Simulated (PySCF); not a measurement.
**Run report: TeCl, single-point calculation**

System: TeCl, multiplicity 2.
Method: UHF/lanl2dz, stability (PySCF 2.14.0).

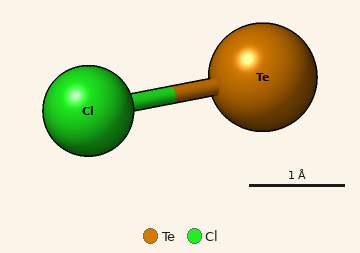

*The structure (ball-and-stick view, seen at a tilt).*

## Summary

| quantity | value |
| --- | --- |
| outcome | converged |
| SCF energy | −22.494965 hartree |
| ⟨S²⟩ | 0.752 |
| stability analysis | internal: stable; real -> complex: stable; UHF/UKS -> GHF/GKS: stable |
| dipole moment | 2.00 D |
| hardware | 1 CPU thread, shared host |
| wall time | 1.6 s |

## Input file
```python
from pyscf import gto, scf

mol = gto.M(
    atom='Te 0 0 0; Cl 0 0 2.061',
    basis='lanl2dz',
    ecp={'Te': 'lanl2dz', 'Cl': 'lanl2dz'},
    charge=0,
    spin=1,
    verbose=4,
)
mf = scf.UHF(mol)
mf.kernel()
mf.stability(internal=True, external=True)
mf.dip_moment()
print('orbital energies (hartree):', [e[max(0, n-3):n+3].round(4) for e, n in zip(mf.mo_energy, mol.nelec)])
```

Launch command:
```bash
OMP_NUM_THREADS=1 python input.py
```

## Log
```
PySCF version 2.14.0

[INPUT] verbose = 4
[INPUT] num. atoms = 2
[INPUT] num. electrons = 13
[INPUT] charge = 0
[INPUT] spin (= nelec alpha-beta = 2S) = 1
[INPUT] symmetry False subgroup None
[INPUT] Mole.unit = angstrom
[INPUT] Symbol           X                Y                Z      unit          X                Y                Z       unit  Magmom
[INPUT]  1 Te     0.000000000000   0.000000000000   0.000000000000 AA    0.000000000000   0.000000000000   0.000000000000 Bohr   0.0
[INPUT]  2 Cl     0.000000000000   0.000000000000   2.061000000000 AA    0.000000000000   0.000000000000   3.894725542729 Bohr   0.0

nuclear repulsion = 10.7838150696943
number of shells = 8
number of NR pGTOs = 24
number of NR cGTOs = 16
basis = lanl2dz
ecp = {'Te': 'lanl2dz', 'Cl': 'lanl2dz'}

******** <class 'pyscf.scf.uhf.UHF'> ********
method = UHF
initial guess = minao
damping factor = 0
level_shift factor = 0
DIIS = <class 'pyscf.scf.diis.CDIIS'>
diis_start_cycle = 1
diis_space = 8
diis_damp = 0
SCF conv_tol = 1e-09
SCF conv_tol_grad = None
SCF max_cycles = 50
direct_scf = True
direct_scf_tol = 1e-13
number electrons alpha = 7  beta = 6
Set gradient conv threshold to 3.16228e-05
init E= -16.6170224492769
  alpha nocc = 7  HOMO = 0.0163905653995628  LUMO = 0.212378649297919

WARN: beta  nocc = 6  HOMO 0.0163905653995621 >= LUMO 0.0163905653995628

WARN: HOMO 0.0163905653995628 >= LUMO 0.0163905653995628

cycle= 1 E= -22.3181678149183  delta_E= -5.7  |g|= 0.452  |ddm|= 3.22
  alpha nocc = 7  HOMO = -0.311239048907408  LUMO = 0.046420072521921
  beta  nocc = 6  HOMO = -0.299624097994743  LUMO = -0.0938917656009022
  HOMO = -0.299624097995  LUMO = -0.0938917656009  gap/eV = 5.59826
cycle= 2 E= -22.4671167403919  delta_E= -0.149  |g|= 0.19  |ddm|= 0.753
  alpha nocc = 7  HOMO = -0.333176993451517  LUMO = 0.0755954945593982
  beta  nocc = 6  HOMO = -0.316057225331501  LUMO = -0.0539362373101444
  HOMO = -0.316057225332  LUMO = -0.0539362373101  gap/eV = 7.13268
cycle= 3 E= -22.490131771688  delta_E= -0.023  |g|= 0.0356  |ddm|= 0.208
  alpha nocc = 7  HOMO = -0.331613449412463  LUMO = 0.085760530923837
  beta  nocc = 6  HOMO = -0.311389544136412  LUMO = -0.03172838303299
  HOMO = -0.311389544136  LUMO = -0.031728383033  gap/eV = 7.60997
cycle= 4 E= -22.4936737057285  delta_E= -0.00354  |g|= 0.0177  |ddm|= 0.0804
  alpha nocc = 7  HOMO = -0.333845472697233  LUMO = 0.0862739596305484
  beta  nocc = 6  HOMO = -0.311486360133783  LUMO = -0.0278979810908975
  HOMO = -0.311486360134  LUMO = -0.0278979810909  gap/eV = 7.71683
cycle= 5 E= -22.4949153330335  delta_E= -0.00124  |g|= 0.00433  |ddm|= 0.0662
  alpha nocc = 7  HOMO = -0.3333091968076  LUMO = 0.0867731408692594
  beta  nocc = 6  HOMO = -0.310698469342931  LUMO = -0.0279711142174428
  HOMO = -0.310698469343  LUMO = -0.0279711142174  gap/eV = 7.69340
cycle= 6 E= -22.4949622489093  delta_E= -4.69e-05  |g|= 0.000948  |ddm|= 0.0133
  alpha nocc = 7  HOMO = -0.333559945596795  LUMO = 0.086632645152477
  beta  nocc = 6  HOMO = -0.310910671432473  LUMO = -0.0275554482228071
  HOMO = -0.310910671432  LUMO = -0.0275554482228  gap/eV = 7.71049
cycle= 7 E= -22.4949641617592  delta_E= -1.91e-06  |g|= 0.000369  |ddm|= 0.00309
  alpha nocc = 7  HOMO = -0.333445428007782  LUMO = 0.0866868503234379
  beta  nocc = 6  HOMO = -0.310844457969996  LUMO = -0.0276322702237797
  HOMO = -0.31084445797  LUMO = -0.0276322702238  gap/eV = 7.70660
cycle= 8 E= -22.4949645543601  delta_E= -3.93e-07  |g|= 0.000142  |ddm|= 0.00145
  alpha nocc = 7  HOMO = -0.333465661945823  LUMO = 0.0866725605433023
  beta  nocc = 6  HOMO = -0.310871880734663  LUMO = -0.0276526457902826
  HOMO = -0.310871880735  LUMO = -0.0276526457903  gap/eV = 7.70679
cycle= 9 E= -22.4949646373693  delta_E= -8.3e-08  |g|= 2.69e-05  |ddm|= 0.000887
  alpha nocc = 7  HOMO = -0.333462800889145  LUMO = 0.0866740269724726
  beta  nocc = 6  HOMO = -0.310864792683139  LUMO = -0.0276356465844994
  HOMO = -0.310864792683  LUMO = -0.0276356465845  gap/eV = 7.70706
cycle= 10 E= -22.4949646395795  delta_E= -2.21e-09  |g|= 5.17e-06  |ddm|= 0.000139
  alpha nocc = 7  HOMO = -0.333463980038973  LUMO = 0.0866741590266191
  beta  nocc = 6  HOMO = -0.310864423710451  LUMO = -0.0276359853236585
  HOMO = -0.31086442371  LUMO = -0.0276359853237  gap/eV = 7.70704
cycle= 11 E= -22.494964639631  delta_E= -5.15e-11  |g|= 6.41e-07  |ddm|= 1.87e-05
  alpha nocc = 7  HOMO = -0.333464262361251  LUMO = 0.0866739946963524
  beta  nocc = 6  HOMO = -0.31086455071883  LUMO = -0.0276362713092384
  HOMO = -0.310864550719  LUMO = -0.0276362713092  gap/eV = 7.70703
```

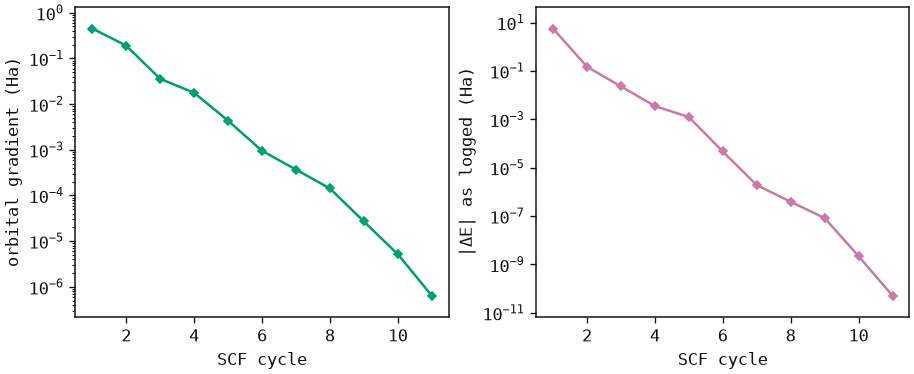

*Convergence of the self-consistent field: orbital gradient and size of the energy change against the SCF cycle.*

The residual falls at every step.

```
Extra cycle  E= -22.4949646396315  delta_E= -4.9e-13  |g|= 2.48e-07  |ddm|= 1.15e-06
converged SCF energy = -22.4949646396315  <S^2> = 0.75221488  2S+1 = 2.0022137
uhf_internal: lowest eigs of H = [3.58945485e-07 1.89947950e-01 3.37879254e-01]
<class 'pyscf.scf.uhf.UHF'> wavefunction is stable in the internal stability analysis
uhf_real2complex: lowest eigs of H = [0.00048445 0.13315473 0.13520706]
<class 'pyscf.scf.uhf.UHF'> wavefunction is stable in the real -> complex stability analysis
uhf_external: lowest eigs of H = [4.72567416e-06 2.44892381e-03 8.65844903e-02]
<class 'pyscf.scf.uhf.UHF'> wavefunction is stable in the UHF/UKS -> GHF/GKS stability analysis
Dipole moment(X, Y, Z, Debye): -0.00000,  0.00000, -2.00086
orbital energies (hartree): [array([-0.5205, -0.3725, -0.3335,  0.0676,  0.4278,  0.4562]), array([-0.5049, -0.5012, -0.3109, -0.0276,  0.0867,  0.4649])]
```
